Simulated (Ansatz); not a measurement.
BF

```xyz
2

B     0.0000    0.0000   -0.0094
F     0.0000    0.0000    1.2538
```

Geometry: PBE0-D4/def2-TZVP.

The calculation used Ansatz, RKS PBE0-D4/def2-TZVPP.

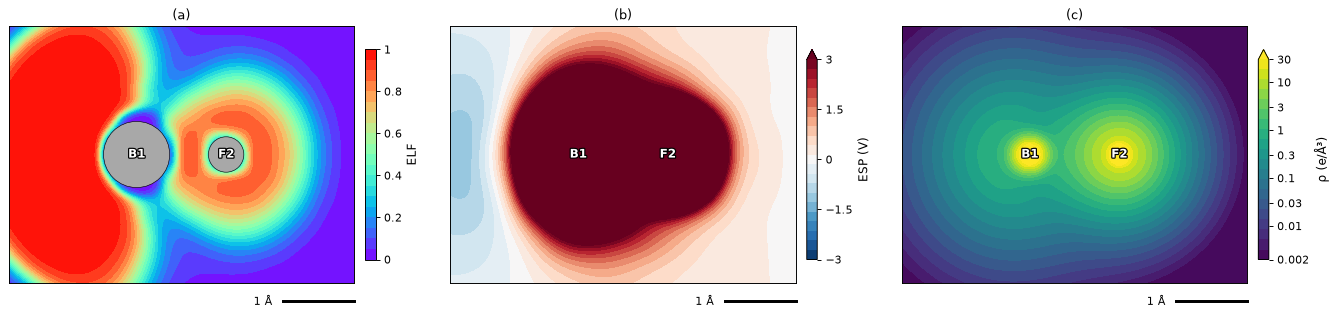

Figure 1. (a) ELF; (b) electrostatic potential; (c) total electron density on a plane that holds the molecular axis. Grey discs cover the atomic cores in the ELF map.

> Describe what can be read from this map.

The plane passes through B and F nuclei. B–F (1.26 Å): ρ is about 2.6 e/Å³ halfway; the ELF peaks at about 0.85 between the atoms (a polar covalent bond). The ELF also peaks beside B1 and F2, away from the bonds: lone-pair regions. Outside the dense part of the molecule the potential is most negative (−1.2 V) near F2.

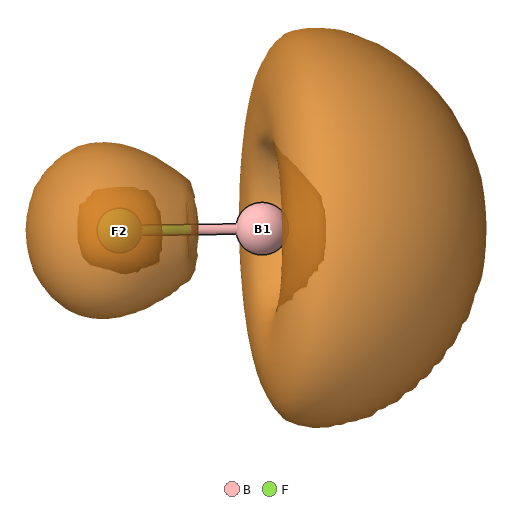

Figure 2. Isosurface of the ELF at 0.75 (orange), seen from one side. Only the valence region is drawn (cores and ρ < 0.01 e/Å³ removed).

> What do the ELF domains correspond to?

At this value the surface marks out one region on F in which the atom's valence shell and bonds are merged and one lobe on B, pointing away from the bonds (lone pairs).

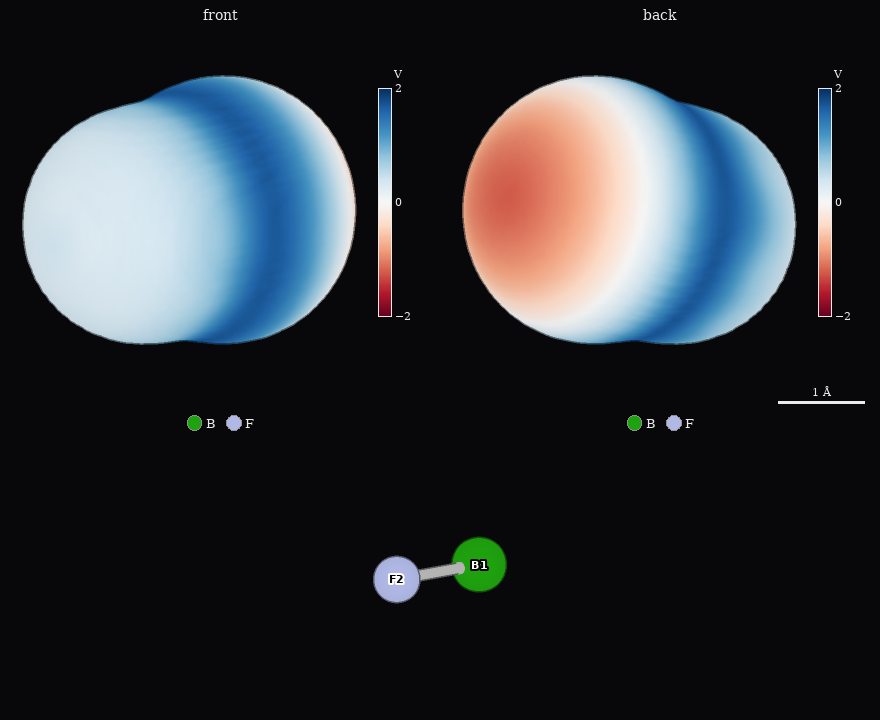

Figure 3. The electrostatic potential painted on the density surface at 0.004 e/bohr³, seen from the front and from behind; the colour scale runs from red (negative) to blue (positive). The bare structure is drawn below in the same view.

> Where is the surface potential most negative and most positive?

The most negative region (about −1.2 V) lies over F2, the most positive (about +1.7 V) over B1.

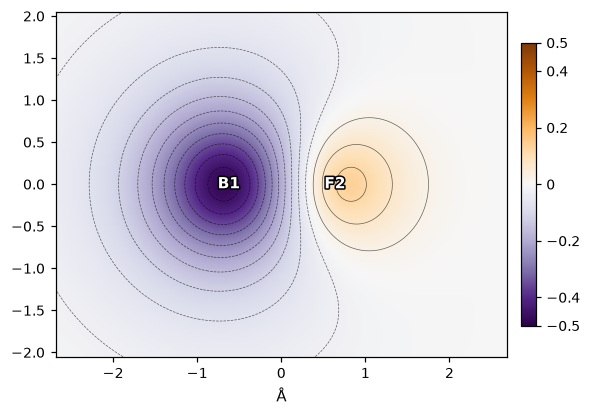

Figure 4. The LUMO on a plane 0.8 Å above a plane that holds the molecular axis (values in Å⁻³ᐟ²; the overall sign is arbitrary).

> Describe this orbital and give its energy.

By Hirshfeld shares it lies mainly on B1 (about 85 %) and F2 (about 15 %). It is one of a degenerate set, so its orientation is arbitrary. Its energy is −1.03 eV.
